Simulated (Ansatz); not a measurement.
# Cl3CrH9P3 (fac-CrCl3(PH3)3) (quartet): what the fields show

The calculation's input:

```
crystal:
  periodic: [false, false, false]
  atoms:
    - {symbol: Cr, position_ang: [0.578543, 0.548284, 0.500843]}
    - {symbol: Cl, position_ang: [0.412714, 0.322437, 2.778899]}
    - {symbol: P, position_ang: [0.554180, 0.593018, -1.903910]}
    - {symbol: H, position_ang: [-0.612937, 0.990639, -2.639380]}
    - {symbol: H, position_ang: [0.893853, -0.562891, -2.684801]}
    - {symbol: H, position_ang: [1.492283, 1.518573, -2.439442]}
    - {symbol: Cl, position_ang: [2.816641, 0.227522, 0.106017]}
    - {symbol: P, position_ang: [-1.811984, 0.686695, 0.727335]}
    - {symbol: H, position_ang: [-2.212431, 1.667010, 1.677172]}
    - {symbol: H, position_ang: [-2.591291, -0.424534, 1.195326]}
    - {symbol: H, position_ang: [-2.653791, 1.067829, -0.371451]}
    - {symbol: Cl, position_ang: [0.310561, 2.804985, 0.179450]}
    - {symbol: P, position_ang: [0.655314, -1.850862, 0.655010]}
    - {symbol: H, position_ang: [1.648972, -2.305363, 1.565830]}
    - {symbol: H, position_ang: [0.983698, -2.669875, -0.477476]}
    - {symbol: H, position_ang: [-0.464314, -2.613447, 1.130569]}
basis:
  gaussian: {orbitals: def2-TZVP, initial_orbitals: start.molden}
magnetization: {spin_polarized: true, initial_magnetization: 3}
hamiltonian: {xc: pbe0, dispersion: d4}
scf: {omitted_lower_state_checks: [starts]}
output: {orbitals: {seedname: orbitals}}
```

Command:

```sh
ansatz run in.yaml --threads 4 --pin off --events-out ev --progress --plain --max-ram 9574MiB
```

Geometry: PBE-D4/def2-SVP.

The calculation used Ansatz 0.2.0, UKS PBE0-D4/def2-TZVP.

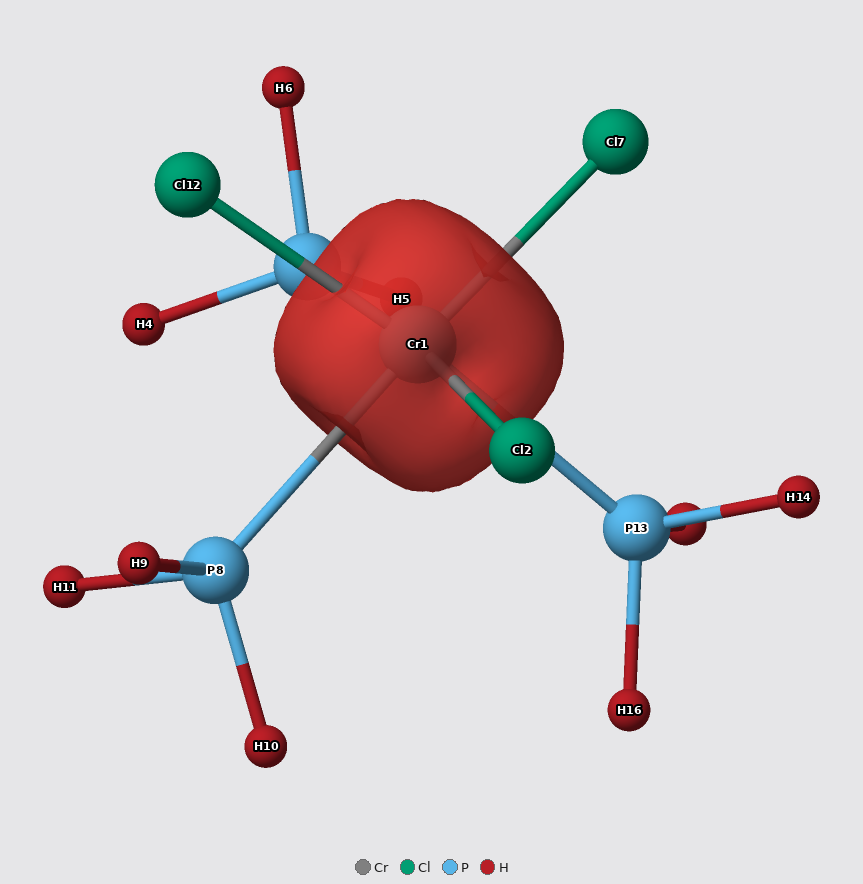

Figure 1. Isosurfaces of the spin density (α minus β) at +0.08 (red) and −0.08 e/Å³ (blue), seen at an oblique angle.

**Describe the spin distribution.**

The unpaired spin (3 electrons) lies mostly on Cr1 (about 2.8), Cl2 (about 0.1), Cl7 (about 0.1) and Cl12 (about 0.1), in electrons by Hirshfeld's partition.

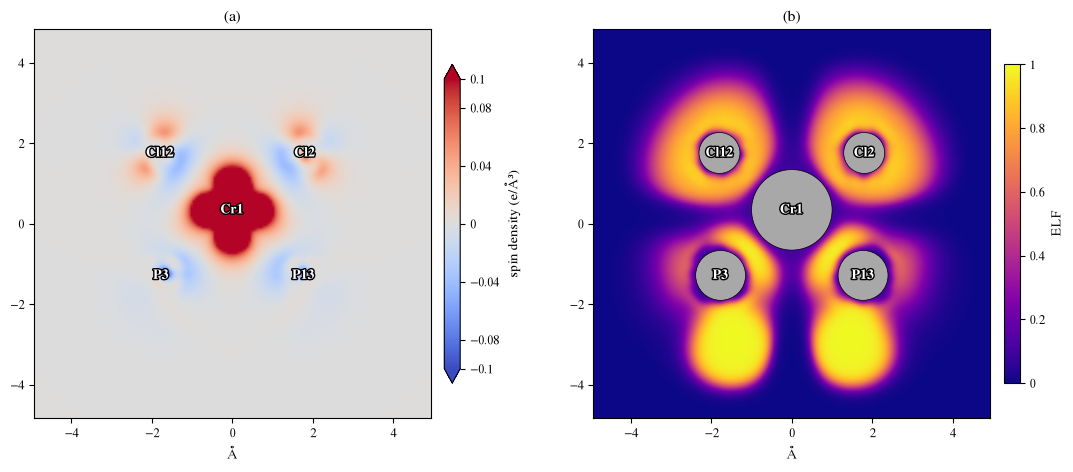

Figure 2. (a) spin density; (b) electron localisation function on the plane of atoms P3, Cr1 and P13. Grey discs cover the atomic cores in the ELF map.

**Read the bonding off the picture.**

The section cuts through Cr, Cl and P sites. Cr–Cl (2.30 Å): the ELF peaks at about 0.85 in the valence shell of Cl, 0.9 Å from its nucleus, and is about 0.50 at the midpoint. Cr–P (2.41 Å): the ELF peaks at about 0.95 between the atoms.

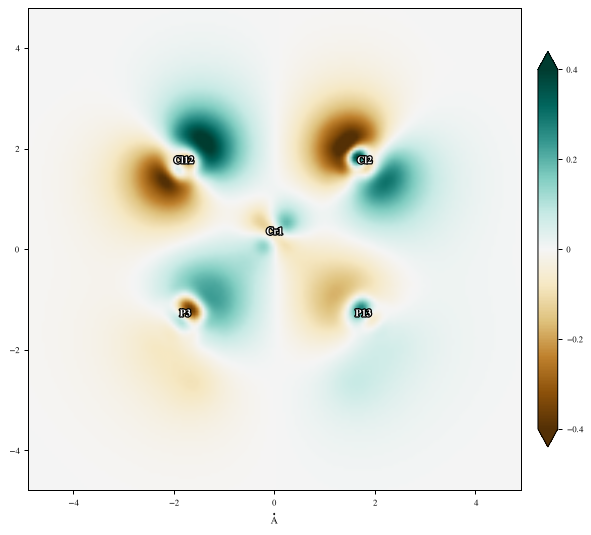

Figure 3. The HOMO (β) on the plane of atoms P3, Cr1 and P13 (values in Å⁻³ᐟ²; the overall sign is arbitrary).

**Where does this orbital lie, and at what energy?**

It lies mainly on Cl2 (about 25 %), Cl7 (about 25 %) and Cl12 (about 25 %); largely a combination of lone pairs on Cl2, Cl7 and Cl12. It is one of a degenerate set, so its orientation is arbitrary. Its energy is −7.50 eV.
